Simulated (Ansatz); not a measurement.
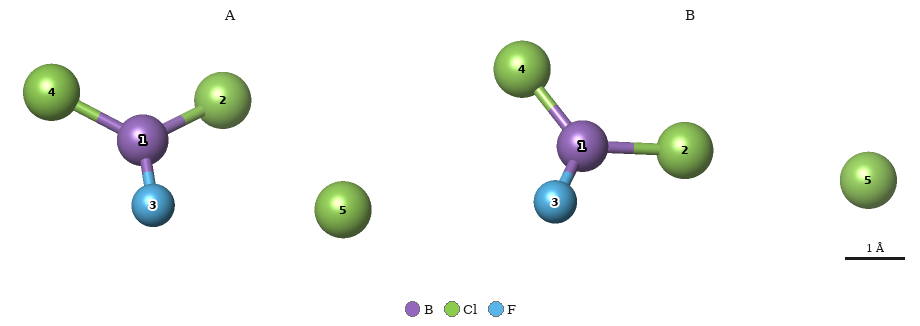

Two geometries of BCl3F (multiplicity 2), drawn at one scale. One is the start of a relaxation, the other its converged end. A ball-and-stick model, seen at a tilt.

The calculation used UKS PBE-D4/6-31G* in Ansatz 0.2.0. Set-up: collinear spin; force threshold 0.03 eV/Å; at most 50 steps.

> Which one is relaxed?

Structure A is the relaxed one. The run prepares an end point of a later path (reaction) calculation, from a guessed geometry. Over 10 geometry steps the energy falls by 24.9 kJ/mol. The largest force component goes from 1.1 to 0.0039 eV/Å. Cl5 moves most after the best rigid fit: 1.41 Å. Largest moves by element: Cl 1.41 Å, F 1.02 Å, B 0.40 Å. Some distances before and after: Cl2–Cl5 3.236 → 2.817 Å, B1–Cl2 1.820 → 1.774 Å.

Limits of the set-up: the start holds two separate molecules, 3.2 Å apart at their closest, whose relative position is a soft coordinate.
